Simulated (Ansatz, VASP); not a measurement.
# SiOF: VASP beside Ansatz

Wanted: the spread between two codes on one cell, functional and k mesh. The cell is invented: As first built, before any earlier steps moved the atoms (in the runner's words): it takes the TiOF structure with some of its atoms replaced by other elements, volume scaled by an estimate. It may not be a known or stable phase. The cell is taken from a series of VASP runs on this material, whose earlier steps may have relaxed, scaled or displaced it; both programs get it as it stands. Valence electrons are named where the data sets of a main pair hold unlike numbers.

Main program and level: Ansatz 0.2.0; plane waves, with VASP 6.6.1 beside it; band structure at BLYP and single point at BLYP.

## 1. The starting structure

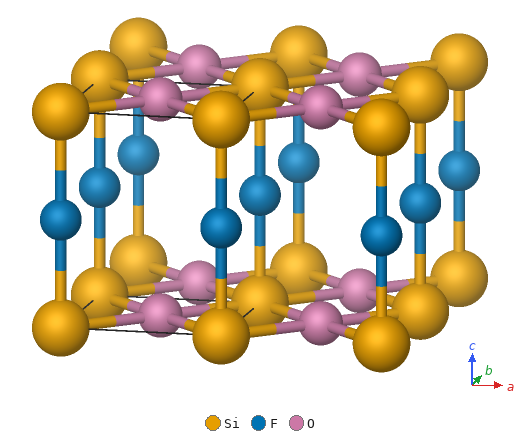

The cell as given, slightly off an axis (silicon orange, fluorine blue, oxygen pink). 2×2×1 cells are drawn. Some periodic images of atoms are drawn too.

## 2. Ansatz: band structure, BLYP

Ansatz runs on its default PAW (the set named soft_2) files.

A single point gives forces, pressure and levels at one fixed geometry, so differences don't come from the geometry; what else differs is listed under the comparison.

Contents of input.yaml:

```yaml
crystal:
  lattice:
    - [2.9090897815, 0.0, 0.0]
    - [0.0, 2.9090897815, 0.0]
    - [0.0, 0.0, 3.8913128445]
  atoms:
    - { symbol: Si, position: [0.0, 0.0, 0.0] }
    - { symbol: F, position: [0.0, 0.0, 0.5] }
    - { symbol: O, position: [0.5, 0.5, 0.0] }
hamiltonian:
  xc: blyp
  pseudopotentials: { kind: paw }
kpoints:
  mp_grid: { grid: [8, 8, 6] }
  band_path:
    path:
      - [0.0, 0.0, 0.0]
      - [0.0, 0.13333, 0.0]
      - [0.0, 0.3, 0.0]
      - [0.0, 0.46667, 0.0]
      - [0.1, 0.5, 0.0]
      - [0.26667, 0.5, 0.0]
      - [0.43333, 0.5, 0.0]
      - [0.43333, 0.43333, 0.0]
      - [0.26667, 0.26667, 0.0]
      - [0.1, 0.1, 0.0]
      - [0.0, 0.0, 0.03333]
      - [0.0, 0.0, 0.2]
      - [0.0, 0.0, 0.36667]
      - [0.0, 0.0, 0.5]
      - [0.0, 0.16667, 0.5]
      - [0.0, 0.3, 0.5]
      - [0.0, 0.46667, 0.5]
      - [0.1, 0.5, 0.5]
      - [0.26667, 0.5, 0.5]
      - [0.43333, 0.5, 0.5]
      - [0.43333, 0.43333, 0.5]
      - [0.26667, 0.26667, 0.5]
      - [0.1, 0.1, 0.5]
      - [0.0, 0.5, 0.03333]
      - [0.0, 0.5, 0.2]
      - [0.0, 0.5, 0.36667]
      - [0.5, 0.5, 0.0]
      - [0.5, 0.5, 0.16667]
      - [0.5, 0.5, 0.33333]
      - [0.5, 0.5, 0.5]
    npoints: 1
scf:
  occupations: { method: gaussian, width: 0.05 }
  n_extra_bands: 7
output:
  forces: true
  stress: true
  eigenvalues: true
```

Launch:

```console
$ ansatz run input.yaml --threads 2 --pin off --max-ram 4608MiB --backend cpu --events-out ev --progress --plain --runs-dir out
```

Numbers of over 12 decimals in the logs are rounded to 6 here.

What it wrote:

```text
scf.n_extra_bands = 7 over 9 filled bands (N_el = 17.0): the run solves 16 bands
Engine: ansatz 0.2.0, x86_64-unknown-linux-gnu
Pseudopotentials: kind: paw
Pseudopotential: Si, paw, valence charge 4, recommended cutoff 420 eV (normal), Si.paw.azcp
Pseudopotential: F, paw, valence charge 7, recommended cutoff 420 eV (normal), F.paw.azcp
Pseudopotential: O, paw, valence charge 6, recommended cutoff 420 eV (normal), O.paw.azcp
Functional definition: BLYP
  parameter beta = 0.0042
  parameter a = 0.04918
  parameter b = 0.132
  parameter c = 0.2533
  parameter d = 0.349
  exchange = b88_x(beta = beta)
  correlation = lyp_c(a = a, b = b, c = c, d = d)
Crystal: 3 atoms, lattice volume = 32.931 Å³
Basis set: ecut = 420 eV, 633 PW (Γ), exchange–correlation on 40×40×54 points (8 copies of the dense FFT grid, shifted against one another)
Bands: 16, of which v1, the nominal top of the filled ones, is band 9 counted from 1 (8 counted from 0)
Symmetry: 16 space group operations
Space group: P4/mmm (ITA 123), of the structure as read, at distance tolerance 3.2e-5 Å
k-points: 60 of 384
Non-local potential: Si, projectors of the file, l = 0: 2, l = 1: 2, l = 2: 2
Non-local potential: F, projectors of the file, l = 0: 2, l = 1: 2, l = 2: 1
Non-local potential: O, projectors of the file, l = 0: 2, l = 1: 2, l = 2: 1
PAW form: soft (Blöchl's): semilocal exchange-correlation on the pseudo side does not see the compensation charge
PAW frozen core: Si, regenerated for the run's functional, and the local potential with it (the file was generated under x = pbe(κ = 0.804, μ = 0.219515), c = pbe(β = 0.066725))
PAW frozen core: F, regenerated for the run's functional, and the local potential with it (the file was generated under x = pbe(κ = 0.804, μ = 0.219515), c = pbe(β = 0.066725))
PAW frozen core: O, regenerated for the run's functional, and the local potential with it (the file was generated under x = pbe(κ = 0.804, μ = 0.219515), c = pbe(β = 0.066725))
PAW one-centre angular grid: Si, 110 points (default); XC on 64 Gauss nodes
PAW one-centre angular grid: F, 110 points (default); XC on 64 Gauss nodes
PAW one-centre angular grid: O, 110 points (default); XC on 64 Gauss nodes
Initial density: superposition of atomic densities (neutral atoms: chi_scale 0, normalization atom), corrected by the library's trained network
Initial wavefunctions: pseudopotential atomic-orbital guess
Functional: x = b88, c = lyp
SCF iter   1: F=—  HF=-2019.219048 eV  |F-HF|=—  |Δ(HF+E_count)|=         —  Δρ=2.22e-2  dr2=1.08e-1  ethr=1.77e-3  ⟨swp⟩=5.9  Hψ=5669  notcnv=0  defer=26
preconditioner: auto → LDOS  [insulator: Δε(μ)=0.209 eV  Ē_g=19.268 eV  σ=0.050 eV  W_gap=0.50  n_scr=6 (ndim 8)  ℏωp=26.7 eV  f_vac=0.030  D(μ)=0.48/eV (n_scr^D=2)  ε∞_Penn≈2.9  β→1.0]
SCF iter   2: F=—  HF=-2019.207408 eV  |F-HF|=—  |Δ(HF+E_count)|=   1.16e-2  Δρ=1.68e-2  dr2=4.99e-2  ethr=6.38e-4  ⟨swp⟩=2.3  Hψ=2248  notcnv=0  defer=121
SCF iter   3: F=—  HF=-2019.192242 eV  |F-HF|=—  |Δ(HF+E_count)|=   1.52e-2  Δρ=1.98e-3  dr2=6.98e-4  ethr=2.93e-4  ⟨swp⟩=2.1  Hψ=1643  notcnv=0  defer=121
SCF iter   4: F=—  HF=-2019.192178 eV  |F-HF|=—  |Δ(HF+E_count)|=   6.45e-5  Δρ=4.32e-4  dr2=5.00e-5  ethr=4.11e-6  ⟨swp⟩=2.3  Hψ=1323  notcnv=0  defer=121
SCF iter   5: F=—  HF=-2019.192475 eV  |F-HF|=—  |Δ(HF+E_count)|=   2.97e-4  Δρ=5.41e-5  dr2=5.28e-7  ethr=2.94e-7  ⟨swp⟩=2.4  Hψ=1249  notcnv=0  defer=121
SCF iter   6: F=-2019.192475 eV  HF=-2019.192475 eV  |F-HF|=8.80e-11  |Δ(HF+E_count)|=   5.15e-7  Δρ=5.06e-6  dr2=4.41e-9  ethr=5.88e-10  ⟨swp⟩=9.7  Hψ=4863  notcnv=0
SCF 1 converged in 6 iterations: F = -2019.192475 eV  dr2 = 4.41e-9
  greatest PAW one-centre occupation: 0.929 electrons in one spin orbital (limit 2), on the F atom at site 1 (counted from 0), in its partial waves of l = 0
NSCF: frozen V_eff on 30 k-points
SCF converged after 6 iterations
Free energy (F): -2019.192475 eV
Harris-Foulkes:  -2019.192475 eV  (|F-HF|=8.80e-11)
Internal energy: -2019.191532 eV  (E = F + TS)
E sigma→0 (E₀):  -2019.192004 eV
Entropy (-TS):   -0.000943 eV (-0.314 meV/atom)
Fermi energy:    8.547950 eV
--- Per-component energies (eV) ---
  E_band       = -34.217425
  E_kinetic    = 421.302154
  E_local      = -952.053924  (includes V_loc(G=0)·N_el)
  E_nonlocal   = 148.078621
  E_hartree    = 346.091662
  E_xc         = -206.348034
  E_vxc        = -239.369424  (∫ρ·V_xc dr)
  E_paw        = -880.674265  (= ΣΔE_a)
  E_vpaw       = -104.361658  (= ΣTr[D̂ρ^β])
  E_aug_tail   = 0.004477  (compensation charges beyond the density's cutoff)
  E_ewald      = -895.612310
  E_core_change = 0.020087  (= ΣΔE_core)
  E_smearing   = -0.000943  (= −TS)
  E_closure    = 0.000000  (closes the sum)
  Σ components = -2019.192475   (vs F -2019.192475, Δ=0.00e0)
--- Forces (eV/Å), atoms counted from 1 ---
  atom   1  Si    -0.00000000     0.00000000     0.00000000
  atom   2  F      0.00000000     0.00000000     0.00000000
  atom   3  O      0.00000000    -0.00000000    -0.00000000
  max |Σ_I F_I| component: 3.81e-29 eV/Å
--- Stress (GPa, compression-positive) ---
       -0.184605       0.000000      -0.000000
        0.000000      -0.184605       0.000000
       -0.000000       0.000000      -0.449138
  P = ⅓ Tr σ = -0.2728 GPa (-2.728 kbar)
--- Band table (eV; the first three rows and the last of 60) ---
  k-point 0: bands = [... 5 lower, 3.3982, 3.3982, 4.3248, 4.4945, 13.8468, 15.4380, 16.3174, 17.9139, ... 3 higher]
  k-point 1: bands = [... 5 lower, 3.2796, 3.2796, 3.5909, 5.4774, 13.9311, 14.8474, 16.7575, 17.7300, ... 3 higher]
  k-point 2: bands = [... 5 lower, 2.9702, 2.9702, 3.0314, 6.6607, 13.5962, 14.1123, 17.4336, 17.4336, ... 3 higher]
  k-point 59: bands = [... 5 lower, 1.5801, 1.5801, 4.2082, 7.9129, 13.9242, 15.3998, 15.3998, 17.2085, ... 3 higher]
```

The job ended after 4.6 s (2 threads of Intel Xeon Platinum 8488C (Sapphire Rapids), shared host; peak memory 0.36 GiB; 2.3 s of CPU time).

## 3. VASP: band structure, BLYP

The same cell, functional (in two slightly different forms), mesh and smearing now go to VASP, with its own data sets.

Lines of VASP's logs that name or quote its potential files are left out, and so is its time.

Contents of INCAR:

```
SYSTEM = SiOF
PREC = Accurate
ENCUT = 520
EDIFF = 1E-06
NELM = 100
ISMEAR = 0
SIGMA = 0.05
LREAL = .FALSE.
ALGO = Normal
GGA = B5
ALDAX = 1
AGGAX = 1
AGGAC = 1
ALDAC = 0
LORBIT = 11
LWAVE = .FALSE.
LCHARG = .FALSE.
```

Contents of POSCAR:

```
SiOF
1.0
    2.9090897815      0.0000000000      0.0000000000
    0.0000000000      2.9090897815      0.0000000000
    0.0000000000      0.0000000000      3.8913128445
Si F O
1 1 1
Direct
    0.0000000000      0.0000000000      0.0000000000
    0.0000000000      0.0000000000      0.5000000000
    0.5000000000      0.5000000000      0.0000000000
```

Contents of KPOINTS:

```
Automatic mesh
0
Gamma
8 8 6
0 0 0
```

Contents of KPOINTS_OPT:

```
Line mode
16
Line-mode
Reciprocal
  0.00000000   0.00000000   0.00000000 GAMMA
  0.00000000   0.50000000   0.00000000 X

  0.00000000   0.50000000   0.00000000 X
  0.50000000   0.50000000   0.00000000 M

  0.50000000   0.50000000   0.00000000 M
  0.00000000   0.00000000   0.00000000 GAMMA

  0.00000000   0.00000000   0.00000000 GAMMA
  0.00000000   0.00000000   0.50000000 Z

  0.00000000   0.00000000   0.50000000 Z
  0.00000000   0.50000000   0.50000000 R

  0.00000000   0.50000000   0.50000000 R
  0.50000000   0.50000000   0.50000000 A

  0.50000000   0.50000000   0.50000000 A
  0.00000000   0.00000000   0.50000000 Z

  0.00000000   0.50000000   0.00000000 X
  0.00000000   0.50000000   0.50000000 R

  0.50000000   0.50000000   0.00000000 M
  0.50000000   0.50000000   0.50000000 A
```

The projector-augmented-wave data sets are Si, F and O (PBE family, release 64).

Launch:

```console
$ mpirun -np 1 vasp_std
```

What it wrote:

```text
[banner, memory and clock lines left out]
running    1 mpi-ranks, on    1 nodes
 distrk:  each k-point on    1 cores,    1 groups
 distr:  one band on    1 cores,    1 groups

 POSCAR found type information on POSCAR SiF O
 POSCAR found :  3 types and       3 ions
|                                                                             |
|               ----> ADVICE to this user running VASP <----                  |
|                                                                             |
|     You enforced a specific xc type in the INCAR file but a different       |
|     [... a line on the potential file left out ...]
|     I HOPE YOU KNOW WHAT YOU ARE DOING!                                     |
|                                                                             |

 LDA part: xc-table for (Slater(with rela. corr.)+VWN5), standard interpolation
 POSCAR, INCAR and KPOINTS ok, starting setup
 FFT: planning ... GRIDC
 FFT: planning ... GRID_SOFT
 FFT: planning ... GRID
 WAVECAR not read
 entering main loop
       N       E                     dE             d eps       ncg     rms          rms(c)
DAV:   1     0.721641542751E+02    0.72164E+02   -0.91489E+03  1472   0.125E+03
DAV:   2    -0.143014030364E+02   -0.86466E+02   -0.80941E+02  1804   0.267E+02
DAV:   3    -0.179452554555E+02   -0.36439E+01   -0.35885E+01  1824   0.574E+01
DAV:   4    -0.179705983831E+02   -0.25343E-01   -0.25335E-01  1624   0.550E+00
DAV:   5    -0.179708269624E+02   -0.22858E-03   -0.22857E-03  1756   0.499E-01    0.894E+00
DAV:   6    -0.161240140577E+02    0.18468E+01   -0.71210E+00  1504   0.265E+01    0.387E+00
DAV:   7    -0.161027077208E+02    0.21306E-01   -0.28807E-01  1572   0.608E+00    0.199E+00
DAV:   8    -0.160992750421E+02    0.34327E-02   -0.29511E-02  1656   0.195E+00    0.659E-01
DAV:   9    -0.161007882733E+02   -0.15132E-02   -0.50015E-03  1672   0.807E-01    0.119E-01
DAV:  10    -0.161010187146E+02   -0.23044E-03   -0.83778E-04  1608   0.351E-01    0.623E-02
DAV:  11    -0.161009581411E+02    0.60573E-04   -0.17348E-04  1624   0.194E-01    0.184E-02
DAV:  12    -0.161009646935E+02   -0.65524E-05   -0.24671E-05  1576   0.516E-02    0.105E-02
DAV:  13    -0.161009645987E+02    0.94779E-07   -0.83642E-07  1068   0.961E-03
   1 F= -.16100965E+02 E0= -.16100488E+02  d E =-.952457E-03
 Start KPOINTS_OPT (optional k-point list driver)
k-point batch [1-60\144]
       N       E                     dE             ncg
DAV:   1     0.123277379849E+04   -0.21422E+05     1464
DAV:   2    -0.362916626133E+04   -0.48619E+04     1684
DAV:   3    -0.385048746983E+04   -0.22132E+03     1872
DAV:   4    -0.385250588294E+04   -0.20184E+01     1692
DAV:   5    -0.385253378911E+04   -0.27906E-01     1788
DAV:   6    -0.385253444427E+04   -0.65517E-03     1764
DAV:   7    -0.385253446461E+04   -0.20340E-04     1712
DAV:   8    -0.385253446527E+04   -0.65936E-06     1300
[...]
k-point batch [121-144\144]
       N       E                     dE             ncg
DAV:   1     0.233425714500E+05   -0.18161E+05      584
DAV:   2     0.215769332094E+05   -0.17656E+04      704
DAV:   3     0.214953107556E+05   -0.81622E+02      696
DAV:   4     0.214945490797E+05   -0.76168E+00      656
DAV:   5     0.214945367333E+05   -0.12346E-01      680
DAV:   6     0.214945363035E+05   -0.42981E-03      700
DAV:   7     0.214945362968E+05   -0.67676E-05      620
DAV:   8     0.214945362965E+05   -0.23830E-06      436
```

From OUTCAR (step 3):

```text
ion  position               nearest neighbor table
   1  0.000  0.000  0.000-   2 1.95   2 1.95   3 2.06   3 2.06   3 2.06   3 2.06
   2  0.000  0.000  0.500-   1 1.95   1 1.95
   3  0.500  0.500  0.000-   1 2.06   1 2.06   1 2.06   1 2.06

  LATTYP: Found a simple tetragonal cell.
 ALAT       =     2.9090897815
 C/A-ratio  =     1.3376393088

 Subroutine GETGRP returns: Found 16 space group operations
 (whereof 16 operations were pure point group operations)

The static configuration has the point symmetry D_4h.

 Found     60 irreducible k-points:

   k-points           NKPTS =     60   k-points in BZ     NKDIM =     60   number of bands    NBANDS=     12

   dimension x,y,z NGX =    24 NGY =   24 NGZ =   30
   dimension x,y,z NGXF=    48 NGYF=   48 NGZF=   60

   ENCUT  =  520.0 eV  38.22 Ry    6.18 a.u.   5.41  5.41  7.24*2*pi/ulx,y,z

   NELECT =      17.0000    total number of electrons

 k-points in reciprocal lattice and weights: Automatic mesh
   0.00000000  0.00000000  0.00000000       0.003
   0.12500000  0.00000000  0.00000000       0.010
   0.25000000  0.00000000  0.00000000       0.010
   0.37500000  0.00000000  0.00000000       0.010
   0.50000000  0.00000000  0.00000000       0.005
   0.12500000  0.12500000  0.00000000       0.010
   0.25000000  0.12500000  0.00000000       0.021
   0.37500000  0.12500000  0.00000000       0.021
   0.50000000  0.12500000  0.00000000       0.010
[...]
0.50000000  0.37500000  0.50000000       0.010
   0.50000000  0.50000000  0.50000000       0.003

 average (electrostatic) potential at core
       1 -85.6969       2 -74.9755       3 -70.7970

 E-fermi :   6.8329

 k-point     1 :       0.0000    0.0000    0.0000
  band No.  band energies     occupation
    ...
      5       0.0535      2.00000
      6       1.7013      2.00000
      7       1.7013      2.00000
      8       2.6222      2.00000
      9       2.7883      2.00000
     10      12.1822      0.00000
     11      13.7255      0.00000
     12      14.6000      0.00000

 k-point     2 :       0.1250    0.0000    0.0000
  band No.  band energies     occupation
    ...
      5       0.1536      2.00000
      6       0.9659      2.00000
      7       1.6867      2.00000
      8       2.5680      2.00000
      9       4.0439      2.00000
     10      12.3720      0.00000
     11      14.0646      0.00000
     12      14.4793      0.00000

 k-point     3 :       0.2500    0.0000    0.0000
  band No.  band energies     occupation
    ...
      5       0.3367      2.00000
      6       0.4273      2.00000
      7       1.6267      2.00000
      8       2.4171      2.00000
      9       5.6601      2.00000
     10      11.9323      0.00000
     11      13.9860      0.00000
     12      14.1373      0.00000

  Total       -0.0009468     -0.0009468     -0.0025697      0.0000000     -0.0000000      0.0000000
  in kB       -0.0460640     -0.0460640     -0.1250229      0.0000000     -0.0000000      0.0000000
  external PRESSURE =      -0.0723836 kB  Pullay stress =       0.0000000 kB

  energy-cutoff  :      520.00
  volume of cell :       32.93
      direct lattice vectors                 reciprocal lattice vectors
     2.909089782  0.000000000  0.000000000     0.343750133  0.000000000  0.000000000
     0.000000000  2.909089782  0.000000000     0.000000000  0.343750133  0.000000000
     0.000000000  0.000000000  3.891312844     0.000000000  0.000000000  0.256982679

 POSITION                                       TOTAL-FORCE (eV/Angst)
 -----------------------------------------------------------------------------------
      0.00000      0.00000      0.00000         0.000000      0.000000      0.000000
      0.00000      0.00000      1.94566         0.000000      0.000000      0.000000
      1.45454      1.45454      0.00000         0.000000      0.000000      0.000000
 -----------------------------------------------------------------------------------
    total drift:                                0.000000     -0.000000     -0.000000

  FREE ENERGIE OF THE ION-ELECTRON SYSTEM (eV)
  ---------------------------------------------------
  free  energy   TOTEN  =       -16.1009645987 eV

  energy  without entropy=      -16.1000121420  energy(sigma->0) =      -16.10048837

 total charge
# of ion       s       p       d       tot
------------------------------------------
    1        0.851   0.501   0.000   1.351
    2        1.740   4.354   0.000   6.094
    3        1.580   3.410   0.000   4.989
--------------------------------------------------
tot          4.171   8.264   0.000  12.435

[... 3 further parts left out ...]
```

The run ends at a pressure of -0.01 GPa.

(Continued in part 2 of 2.)

[Lines on the potential files, build, host, timing and source positions are cut from VASP's logs without a mark.]

[Logs are printed without paths, hosts, clocks, repeated set-up lines and the standing remarks that a program may print on its own settings, such as how far it seeks lower states.]

[Hosts, paths, dates, database ids (printed as entryN), source tags and the programs' standing remarks are cut or masked in the printed files.]
